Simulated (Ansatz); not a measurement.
Consider AlFH5N···H2O.

Input

```
crystal:
  periodic: [false, false, false]
  atoms:
    - { symbol: Al, position_ang: [-1.422545, 0.77368, -0.692948] }
    - { symbol: F, position_ang: [1.539794, 1.394678, -1.208281] }
    - { symbol: H, position_ang: [-1.526031, 0.132219, -2.136576] }
    - { symbol: H, position_ang: [-1.612475, 2.29152, -0.291514] }
    - { symbol: H, position_ang: [1.037727, -0.808882, 0.933532] }
    - { symbol: "N", position_ang: [-1.234586, -0.447739, 0.715495] }
    - { symbol: H, position_ang: [1.995773, 0.863567, -0.622642] }
    - { symbol: O, position_ang: [1.99258, -0.898957, 0.782422] }
    - { symbol: H, position_ang: [-1.447129, -1.434552, 0.60207] }
    - { symbol: H, position_ang: [-1.380243, -0.176847, 1.683845] }
    - { symbol: H, position_ang: [2.057036, -1.688887, 0.234598] }
basis:
  gaussian: { orbitals: def2-SVP }
hamiltonian:
  xc: pbe0
relax:
  f_tol: 0.03
  max_steps: 50
output:
  orbitals: {}
```

Run with:

```sh
ansatz run input.yaml --threads 2 --pin off --max-ram 3072MiB --backend cpu --events-out ev --progress --plain --runs-dir out
```

The fields are those of the relaxed geometry.

Computed with Ansatz, RKS PBE0/def2-SVP.

> What will maps of the electron density and electron localisation function show?

Al–F (1.72 Å): the density is about 0.67 e/Å³ at the midpoint; the ELF peaks at about 0.90 in the valence shell of F, 0.6 Å from its nucleus, and is about 0.25 at the midpoint.
Al–N (2.03 Å): ρ is about 0.51 e/Å³ halfway; the ELF peaks at about 0.95 in the valence shell of N, 0.8 Å from its nucleus, and is about 0.75 at the midpoint.

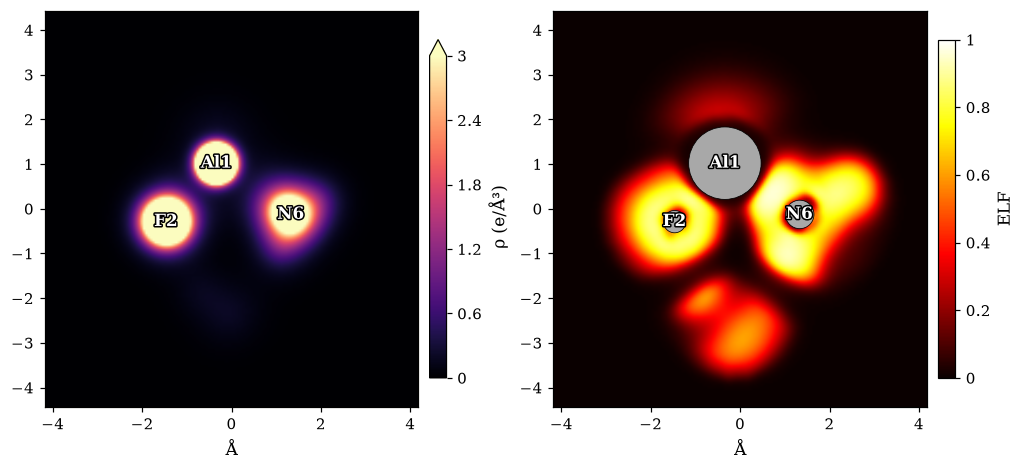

Computed electron density and electron localisation function on the plane of atoms F2, Al1 and N6, in this order. Grey discs cover the atomic cores in the ELF map. 
